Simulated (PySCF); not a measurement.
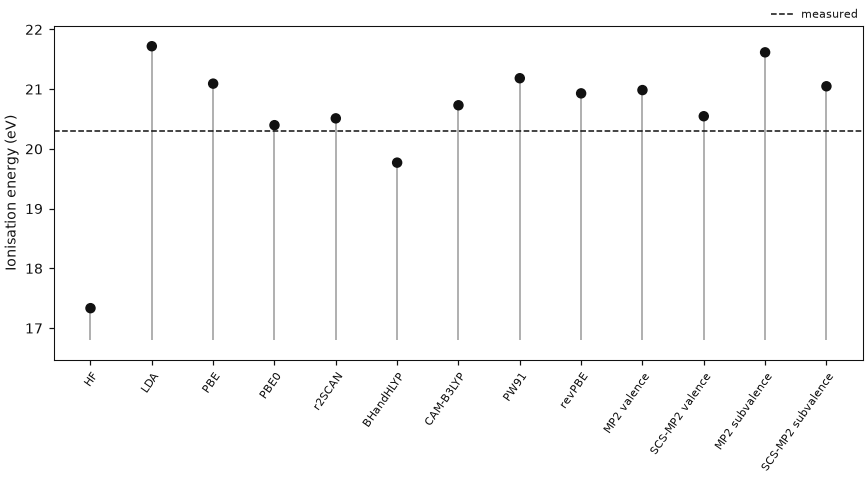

The ionisation energy of Cu⁺ ([Ar] 3d¹⁰ → [Ar] 3d⁹) across levels of theory. PySCF, def2-QZVPPD, non-relativistic, unrestricted single determinants, no spin-orbit coupling. Methods marked “valence” freeze 18 core electrons; methods marked “subvalence” freeze 10 core electrons.

Summarise the spread and list the values.

The values run from 17.34 eV (HF) to 21.72 eV (LDA). The measured value is 20.29 eV; nearest to it come PBE0 (+0.11) and r2SCAN (+0.22), furthest HF (−2.96 eV). These values lack spin-orbit coupling; with the first-order correction of −0.12 eV added, PBE0 comes nearest (−0.01).

| Method | Ionisation energy (eV) |
| --- | --- |
| HF | 17.34 |
| LDA | 21.72 |
| PBE | 21.09 |
| PBE0 | 20.40 |
| r2SCAN | 20.51 |
| BHandHLYP | 19.77 |
| CAM-B3LYP | 20.73 |
| PW91 | 21.18 |
| revPBE | 20.93 |
| MP2 valence | 20.99 |
| SCS-MP2 valence | 20.55 |
| MP2 subvalence | 21.62 |
| SCS-MP2 subvalence | 21.05 |

Limits of the model: relativistic shift absent.
